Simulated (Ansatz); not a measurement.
## AlSi3H7O: nudged elastic band (part 2 of 2)

AlSi3H7O; RKS r2SCANh-D4/STO-3G (Ansatz 0.2.0). The run did not end well. It belongs to a series of runs on one base structure; here: band between the two ends.

Geometry of the input (Å):
```
O  -2.2265  1.3744  1.5694
Si -0.5677  0.8675  1.4285
Si -0.0806  -1.3487  1.4992
Al 0.4647  -0.1211  -0.3380
Si 1.0885  -0.1799  -2.5491
H  -2.1734  2.3660  1.3363
H  0.2572  1.6351  2.3568
H  -1.1723  -2.2995  1.4484
H  0.8153  -1.7669  2.5574
H  1.6864  1.0535  -3.0089
H  -0.0536  -0.4116  -3.4059
H  2.0389  -1.2241  -2.8599
```

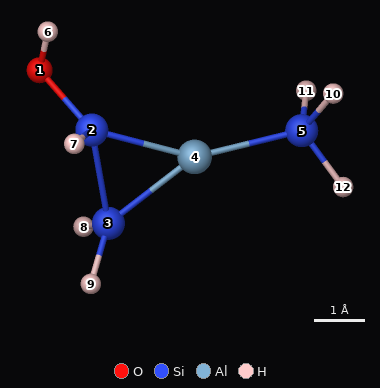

The input geometry (ball-and-stick view, seen at a tilt; atoms are numbered from 1 in the order of the input). Sticks mark near contacts.

```
Unfinished report: {"positions_ang":[[-2.1499380382540814,1.5465698567647532,1.171795037145858],[-0.6305371476126441,0.7556441000553537,1.4335695456369117],[-0.025602435384560866,-1.421256771568464,1.608142635559114],[0.2823164738165201,-0.27467683027439377,-0.32387664282559164],[1.0937904566906198,-0.14055814968306718,-2.4367774755815117],[-2.227241126032646,2.2845436175664946,1.8650774307573539],[0.5709712847801728,1.5658836714978566,1.2992082488311851],[-1.2287567782032662,-2.227401914732455,1.5031238109213043],[0.6872026583730542,-1.8642534636368695,2.7870525044581678],[1.5182191766783024,1.1992598642008205,-2.778496872480619],[0.0020970411872327454,-0.45597255106621387,-3.328330566572527],[2.1843774439612966,-1.022983449123815,-2.766388655849647]],"unchecked":["starts","cluster_reference","orbital_swaps","neighbouring_geometries","increment"],"mean_field":{"relativity":"none","state":{"energy":{"ev":-32003.348967670026,"hartree":-1176.1013819128214},"converged":true,"gradient_ev":0.000011830345499420516,"stability":{"kind":"minimum","curvature_ev":20.751686995017014},"curvature_floor_ev":0.00030000000000000003,"spin_squared":-4.973799150320701e-14},"others":[],"fillings":{"estimated":0,"unestimated":0,"tried":0,"untried":0,"excluded_magnetic_sites":0},"n_dropped_functions":0,"n_trapped_functions":0,"passes":{"evaluations":4,"products":21},"factors":{"origin":"Cholesky decomposition","count":619,"bound_ev":0.000045561049289680816},"gradient_stop_ev":0.00009,"reference_kind":"stationary","functional":{"name":"r2SCANh","citations":["Bursch, Neugebauer, Ehlert & Grimme, J. Chem. Phys. 156, 134105 (2022) doi:10.1063/5.0086040","Furness, Kaplan, Ning, Perdew & Sun, J. Phys. Chem. Lett. 11, 8208 (2020) doi:10.1021/acs.jpclett.0c02405","Furness, Kaplan, Ning, Perdew & Sun, J. Phys. Chem. Lett. 11, 9248 (2020) doi:10.1021/acs.jpclett.0c03077"],"text":"name \"r2SCANh\"\ncite \"Bursch, Neugebauer, Ehlert & Grimme, J. Chem. Phys. 156, 134105 (2022) doi:10.1063/5.0086040\"\ncite \"Furness, Kaplan, Ning, Perdew & Sun, J. Phys. Chem. Lett. 11, 8208 (2020) doi:10.1021/acs.jpclett.0c02405\"\ncite \"Furness, Kaplan, Ning, Perdew & Sun, J. Phys. Chem. Lett. 11, 9248 (2020) doi:10.1021/acs.jpclett.0c03077\"\nparent r2scan\nparameter a = 0.1\nparameter k0 = 0.174\nparameter k1 = 0.065\nparameter a1 = 4.9479\nexchange = (1 - a)*r2scan_x(k0 = k0, k1 = k1, a1 = a1) + a*exact_x\ncorrelation = r2scan_c\n","parameters":{"a":{"value":0.1,"default":0.1},"a1":{"value":4.9479,"default":4.9479},"k0":{"value":0.174,"default":0.174},"k1":{"value":0.065,"default":0.065}},"final_grid":{"core_spheres":27.0,"valence_spheres":18.0,"degree":36.0},"final_grid_parameter_source":"default","radial_points_factor":1.0,"radial_grid_error_ev":0.000041385874577579476,"grid_sensitivity":"normal","grid_sensitivity_ratio":0.0037923249998930045},"unsmoothed_excess_ev":-7.803879968578336e-6,"symmetry":{"irreps":["A"],"axes":[[0.9999993153276027,0.0006891185174635045,-0.0009457589517635184],[-0.0006929389789073378,0.9999915780324441,-0.00404520700999313],[0.0009429633595547514,0.004045859593593876,0.9999913708828948]],"occupied":[{"A":35},{"A":35}]},"held":{"pivots":619,"left_out":0,"joined":0},"density_repulsion":{"missed_ev":0.000015077841177348159,"excess_ev":6.123444227461465e-7,"most_excess_ev":0.00018899999999999999,"are_drawn_again":false,"n_first_factors":619,"energy_change_ev":0.0,"n_dropped_ends":0}},"factors":{"origin":"Cholesky decomposition","count":619,"bound_ev":0.000045561049289680816},"n_frozen":0,"n_occupied":[35,35],"n_virtual":[13,13],"reference":{"ev":-32003.348967670026,"hartree":-1176.1013819128214},"dispersion":{"energy":{"ev":-0.08327615578525692,"hartree":-0.0030603422785024418},"switches_in_reach":[]},"total":{"ev":-32003.432243825813,"hartree":-1176.1044422551},"forces_ev_per_angstrom":[[-0.0946564925451105,0.2175806199476799,0.11236679199882067],[-0.2166371993307918,-0.2556482954384294,-1.089520768596268],[0.30357791373821674,0.007632459131595451,0.029326934954196617],[-0.3833446081590458,-0.2557539847083359,-0.21632024703483996],[0.05175816350926782,-0.09810556931666027,-0.11248123640934982],[0.10687366369507774,0.006601175831091018,0.3107811496490723],[0.015844743950885386,0.5264548520307836,0.9299668182709296],[0.04854239414328829,0.09233483267150117,0.10457632265403516],[0.00013276388199103293,-0.10629764404105282,0.20276445395444292],[0.012492743828666983,-0.0492098141023668,0.010368870807102823],[0.0700853289632377,-0.02812819944044392,-0.15747331574570472],[0.0853305843416773,-0.05746043255438633,-0.12435577449300811]],"charge_distribution":{"dipole_moment_e_ang":[0.16990103144095892,0.06680502119022452,0.07883995532529364],"mulliken_charges_e":[-0.3664020226695115,0.21035562687571918,0.1368144882481026,0.4257858289866512,0.25870738223120604,0.1508449947764151,-0.14801842636607132,-0.13519062462811382,-0.1352108712012685,-0.1304791492904851,-0.13319112521331222,-0.13401610174940393],"lowdin_charges_e":[-0.27513507064383447,0.1782132643796448,0.13625986249425281,0.3253485095631383,0.2622022635831378,0.10882512891467433,-0.13070852783547493,-0.12181302016203754,-0.12204430475920591,-0.1186044261719259,-0.12054348217757327,-0.12200019718489341]},"n_threads":1,"memory_gib":1.7045454550534487,"seconds":{"hamiltonian":5.8813532760000005,"orbitals":0.0,"second_order":0.0,"solver_start":0.0,"cycles":0.0,"cycle":0.0,"perturbative":0.0,"full_ci_increment":0.0,"forces":0.0}}
this run last wrote the band of iteration 15 to [file]
Error: NEB band did not converge after 15 iterations: max|band force component| = 6.17e-1 eV/Å (threshold 5.0e-2); raise `neb.max_iterations` in a new run, which can start from the last band evaluated (`neb.initial_path`, with `crystal.atoms` and `neb.final_atoms` set to its first and last images), add images, or start from endpoints closer to local minima. Where this run's directory can be resumed (`checkpoint.write`), a resume goes on for up to `neb.max_iterations` more; to start a new run from the last band, take its images' positions from the `neb_iteration` event of iteration 15 (`data.images[].positions_ang`), in the event stream of the run that computed that iteration (not this run's, if it was resumed behind it). With `checkpoint.write`, `steps/00-neb/state/checkpoint.json` in the run directory holds the last saved band, under `neb.evaluated.images[].positions_ang` (a band under a hybrid functional on support functions is neither saved nor resumed: `neb.initial_path` says where its path is): check the last entry of `neb.iterations` there, which is earlier than 15 if that iteration was not saved or its write failed. If the band's step has no `state` directory and holds `state.next`, a write was cut short, and the file is under `state.next` instead (behind a loss of power it can be under `state.prev`)
this run wrote the band of iteration 15 to [file] as well, whether or not its events were kept: a new run's `neb.initial_path` can list its `images[].positions_ang`
a run's events are kept only if it was started with --events-out <file>, and are in that file
```

**The last band as extended XYZ (Å, eV, eV/Å)**
```
12
Properties=species:S:1:pos:R:3:forces:R:3 image=0 energy=-32004.23500
O    -2.2265    1.3744    1.5694   -0.0043   0.0080   0.0014
Si   -0.5677    0.8675    1.4285    0.0108   0.0052   0.0127
Si   -0.0806   -1.3487    1.4992   -0.0097   0.0007   0.0117
Al    0.4647   -0.1211   -0.3380    0.0031   0.0021  -0.0041
Si    1.0885   -0.1799   -2.5491   -0.0007  -0.0082  -0.0047
H    -2.1734    2.3660    1.3363    0.0023  -0.0142   0.0013
H     0.2572    1.6351    2.3568   -0.0026   0.0001  -0.0150
H    -1.1723   -2.2995    1.4484    0.0045  -0.0018  -0.0002
H     0.8153   -1.7669    2.5574   -0.0056  -0.0002  -0.0082
H     1.6864    1.0535   -3.0089   -0.0019  -0.0030   0.0031
H    -0.0536   -0.4116   -3.4059    0.0053   0.0037   0.0013
H     2.0389   -1.2241   -2.8599   -0.0012   0.0077   0.0008
12
Properties=species:S:1:pos:R:3:forces:R:3 image=1 energy=-32004.18601
O    -2.2577    1.4938    1.4045    0.0463  -0.0828  -0.0323
Si   -0.6329    0.8699    1.2662   -0.1147   0.1029  -0.0042
Si   -0.1010   -1.3252    1.5477   -0.0597  -0.0108   0.0241
Al    0.3385   -0.2677   -0.4227    0.0279  -0.0345  -0.0492
Si    1.1266   -0.2265   -2.5731    0.0087   0.0064  -0.0564
H    -2.1287    2.2857    2.0291    0.0129   0.0254   0.0827
H     0.3031    1.7341    1.9677   -0.0105   0.0329   0.1264
H    -1.2316   -2.2322    1.4997    0.0201   0.0227  -0.0018
H     0.7630   -1.7915    2.6153    0.0240   0.0141  -0.0224
H     1.5880    1.0926   -2.9452    0.0141  -0.0244  -0.0180
H     0.0852   -0.5617   -3.5177    0.0069  -0.0204  -0.0257
H     2.2244   -1.1264   -2.8373    0.0239  -0.0314  -0.0230
12
Properties=species:S:1:pos:R:3:forces:R:3 image=2 energy=-32003.43224
O    -2.1499    1.5466    1.1718   -0.0947   0.2176   0.1124
Si   -0.6305    0.7556    1.4336   -0.2166  -0.2556  -1.0895
Si   -0.0256   -1.4213    1.6081    0.3036   0.0076   0.0293
Al    0.2823   -0.2747   -0.3239   -0.3833  -0.2558  -0.2163
Si    1.0938   -0.1406   -2.4368    0.0518  -0.0981  -0.1125
H    -2.2272    2.2845    1.8651    0.1069   0.0066   0.3108
H     0.5710    1.5659    1.2992    0.0158   0.5265   0.9300
H    -1.2288   -2.2274    1.5031    0.0485   0.0923   0.1046
H     0.6872   -1.8643    2.7871    0.0001  -0.1063   0.2028
H     1.5182    1.1993   -2.7785    0.0125  -0.0492   0.0104
H     0.0021   -0.4560   -3.3283    0.0701  -0.0281  -0.1575
H     2.1844   -1.0230   -2.7664    0.0853  -0.0575  -0.1244
12
Properties=species:S:1:pos:R:3:forces:R:3 image=3 energy=-32003.59857
O    -2.0614    1.3984    1.1838    0.2376  -0.2826   0.0766
Si   -0.6040    0.9191    2.0286   -0.1312   0.6343   1.3740
Si   -0.1926   -1.3229    1.5745   -0.3607   0.0130  -0.1005
Al    0.4913   -0.1577   -0.1691    0.5489   0.2718   0.2714
Si    1.0781   -0.1009   -2.3950   -0.0510   0.0837   0.0662
H    -2.2731    2.2549    1.6974   -0.0236  -0.1377  -0.3217
H     0.5408    1.2774    0.8227   -0.0660  -0.6878  -1.1468
H    -1.2625   -2.2731    1.4390   -0.0675  -0.1070  -0.1193
H     0.6718   -1.7780    2.6473   -0.0061   0.1134  -0.2599
H     1.5302    1.2058   -2.8082    0.0081   0.0394  -0.0420
H    -0.0026   -0.4649   -3.2849   -0.0281   0.0200   0.0896
H     2.1609   -1.0134   -2.7021   -0.0605   0.0394   0.1125
12
Properties=species:S:1:pos:R:3:forces:R:3 image=4 energy=-32004.50672
O    -2.0254    1.2047    1.2472    0.6242  -0.2342   0.3572
Si   -0.9081    0.8615    2.5173   -0.3755  -0.2855  -0.1148
Si   -0.2860   -1.1825    1.6001   -0.2967   0.2846   0.0988
Al    0.6458    0.0320   -0.0725    0.0344  -0.2906  -0.1577
Si    1.0568   -0.1159   -2.3322   -0.0961   0.0176   0.0728
H    -2.2623    2.1730    1.4222   -0.3270   0.2195  -0.0938
H     0.9481    1.3682    0.5387    0.2424   0.3521  -0.0459
H    -1.2905   -2.1813    1.2872    0.1080   0.0724  -0.0313
H     0.6739   -1.8073    2.4818    0.0470  -0.0568  -0.0940
H     1.5084    1.1499   -2.8644    0.0182  -0.0212  -0.0407
H    -0.0817   -0.4911   -3.1425    0.0151  -0.0294   0.0593
H     2.0979   -1.0665   -2.6488    0.0059  -0.0285  -0.0099
12
Properties=species:S:1:pos:R:3:forces:R:3 image=5 energy=-32004.78742
O    -2.0432    1.1931    1.2033    0.1051   0.1654  -0.1569
Si   -1.2607    0.7407    2.6407   -0.0622  -0.2127   0.2109
Si   -0.2678   -1.0393    1.5529    0.0577   0.0509  -0.0843
Al    0.9432    0.1430    0.0237   -0.1987  -0.2052  -0.1567
Si    1.0593   -0.1461   -2.2563   -0.0103   0.0139   0.0592
H    -2.4893    2.0858    1.3868   -0.1863   0.0167   0.0159
H     1.5018    1.4183    0.5638    0.2711   0.2220   0.0637
H    -1.1735   -1.9902    0.9410   -0.0079   0.0154   0.0437
H     0.5557   -1.8154    2.4527    0.0327   0.0015   0.0107
H     1.4315    1.0576   -2.9662   -0.0009  -0.0105  -0.0004
H    -0.1985   -0.5590   -2.8350   -0.0146  -0.0244  -0.0239
H     2.0183   -1.1436   -2.6733    0.0143  -0.0329   0.0180
12
Properties=species:S:1:pos:R:3:forces:R:3 image=6 energy=-32004.92297
O    -2.1457    1.3097    1.1119    0.0268   0.0161   0.1491
Si   -1.5771    0.6810    2.5880   -0.0156  -0.1060  -0.0059
Si   -0.2603   -0.8854    1.5050   -0.1314   0.0422  -0.0241
Al    1.2136    0.0878    0.0773   -0.1103  -0.0132  -0.1783
Si    1.0666   -0.1660   -2.2043   -0.0002  -0.0119   0.0545
H    -2.7916    2.0513    1.3682   -0.0544   0.0565  -0.1052
H     2.1883    1.0827    0.6292    0.1754   0.0475   0.0212
H    -1.1190   -1.8134    0.7944    0.0257  -0.0136   0.0400
H     0.4120   -1.7029    2.4872    0.0509  -0.0390   0.0763
H     1.2250    1.0699   -2.9359   -0.0039   0.0331  -0.0220
H    -0.1994   -0.7131   -2.6352   -0.0055   0.0106  -0.0222
H     2.0643   -1.0568   -2.7517    0.0425  -0.0222   0.0164
12
Properties=species:S:1:pos:R:3:forces:R:3 image=7 energy=-32004.79943
O    -2.3458    1.1451    1.0319    0.0085  -0.2023  -0.3945
Si   -1.2254    1.0669    2.2932   -0.0175   0.0350   0.5082
Si   -0.3463   -0.9367    1.5711    0.0959   0.1192  -0.2689
Al    1.2103   -0.1343    0.1076   -0.0525  -0.1380  -0.0256
Si    1.0498   -0.0844   -2.1814    0.0221  -0.0750   0.0204
H    -2.7964    2.0493    1.0851   -0.1654   0.1692   0.1191
H     2.3658    0.6038    0.7200    0.0991   0.0235  -0.0079
H    -1.2818   -1.8988    1.0208    0.0538   0.0946  -0.0166
H     0.3414   -1.6237    2.6381   -0.0243   0.0019   0.1204
H     0.9982    1.2445   -2.7518   -0.0069   0.0024   0.0645
H    -0.0988   -0.7790   -2.7146    0.0073  -0.0100  -0.0458
H     2.2058   -0.7080   -2.7858   -0.0201  -0.0206  -0.0735
12
Properties=species:S:1:pos:R:3:forces:R:3 image=8 energy=-32004.36592
O    -2.4950    1.1729    1.2557   -0.0133  -0.0447  -0.0264
Si   -0.8267    1.0631    1.5758    0.0901  -0.0584  -0.0721
Si   -0.4515   -1.1024    1.6380   -0.0698  -0.0089   0.0107
Al    0.9745    0.1576    0.1835   -0.0456   0.0491   0.0284
Si    1.0458    0.0134   -2.1117   -0.0150   0.0169   0.0256
H    -2.6664    2.1085    0.8945    0.0689   0.0023  -0.1074
H     2.2577    0.5034    0.8860    0.0149  -0.0688   0.0020
H    -1.4350   -2.0592    1.1728    0.0269  -0.0214   0.0583
H     0.4011   -1.7550    2.6055    0.0239   0.0217   0.0423
H     0.9496    1.2600   -2.8382   -0.0144   0.0268   0.0243
H     0.0274   -0.8384   -2.6860   -0.0352   0.0414   0.0164
H     2.2956   -0.5792   -2.5417   -0.0314   0.0440  -0.0021
12
Properties=species:S:1:pos:R:3:forces:R:3 image=9 energy=-32004.50886
O    -2.3819    1.0778    0.8575   -0.0165  -0.0834   0.0210
Si   -0.8044    0.9959    1.5002   -0.0023   0.0053  -0.0095
Si   -0.4310   -1.1367    1.7726   -0.0397  -0.0119  -0.0205
Al    1.0168    0.1315    0.2643    0.0357  -0.0143   0.0157
Si    0.9290    0.1220   -2.0321   -0.0076  -0.0028   0.0099
H    -2.4317    1.9469    0.3335    0.0453   0.0548  -0.0717
H     2.3542    0.3094    0.9278   -0.0237  -0.0273  -0.0176
H    -1.3474   -2.2013    1.4121    0.0312   0.0117   0.0287
H     0.4238   -1.6177    2.8341    0.0164   0.0141   0.0235
H     1.0058    1.4277   -2.6495   -0.0078   0.0161   0.0222
H    -0.2725   -0.4760   -2.5710   -0.0107   0.0202  -0.0030
H     2.0162   -0.6347   -2.6156   -0.0203   0.0175   0.0013
12
Properties=species:S:1:pos:R:3:forces:R:3 image=10 energy=-32004.54075
O    -2.3364    0.9076    0.5825   -0.0027  -0.0055  -0.0073
Si   -0.8498    0.9416    1.4204   -0.0071   0.0162   0.0078
Si   -0.3986   -1.1433    1.8566    0.0034  -0.0053  -0.0027
Al    1.0530    0.0973    0.3162    0.0184  -0.0149  -0.0099
Si    0.8548    0.2094   -1.9707    0.0003  -0.0030   0.0046
H    -2.3289    1.7242   -0.0246   -0.0030   0.0063   0.0007
H     2.4144    0.2494    0.9322   -0.0127   0.0042  -0.0019
H    -1.1899   -2.3214    1.5619    0.0014   0.0007   0.0014
H     0.4346   -1.4375    3.0010    0.0022  -0.0027   0.0017
H     1.3497    1.4481   -2.5301    0.0003  -0.0003   0.0000
H    -0.5060    0.1045   -2.4503    0.0065   0.0007   0.0037
H     1.5800   -0.8352   -2.6610   -0.0069   0.0035   0.0018
```

**What the run reported**

```csv
quantity,value
outcome,not converged
"barrier, forward (band not converged)",0.803 eV
"barrier, backward",1.109 eV
wall time,14 min
peak memory,0.18 GiB
```

**What went wrong**

The run did not converge: “NEB band did not converge after 15 iterations: max|band force component| = 6.17e-1 eV/Å (threshold 5.0e-2); raise `neb.max_iterations` in a new run, which can start from the last band evaluated (`neb.initial_path`, with `crystal.atoms` and `neb.final_atoms` set to its first and last images), add images, or start from endpoints closer to local minima …” Its last values are not results.
